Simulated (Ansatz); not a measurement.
All values below come from PBE (plane waves to 420 eV, PAW; Ansatz, a first-principles code).

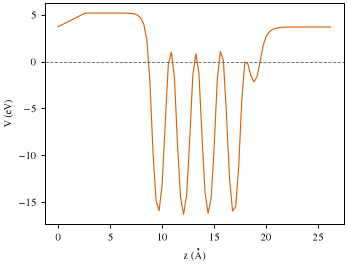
*Electrostatic potential energy of an electron, averaged over planes parallel to the surface, in eV from the Fermi level, for W on the 1x1 (111) surface of fcc Au (the real clean face reconstructs), one in a 2x2 cell, started at the site 'hollow Au-Au-Au over Au at depth 4.8 Å'*

Slab: 17 atoms, 7.2 Å thick at the start under the adsorbate (thin: gaps and levels are the slab's own); k 6x6x1, smearing 0.1 eV, dipole-corrected; 8 atoms held, the rest relaxed; symmetry of the start imposed; spin-polarised, no spin-orbit, no U, no dispersion correction. At the end it is bonded to 3 Au. In PBE it is, or lies within 0.03 eV of, the lowest of the starts that converged.

Question: The surface cell has an area of 29.93 Å². What dipole along the normal does the step between the two vacuum levels imply?

Answer: the top vacuum level lies 1.49 eV below the bottom one; p = −ε₀ A ΔV (ε₀ = 0.005526 e/(V·Å)) gives 0.25 e·Å a cell.
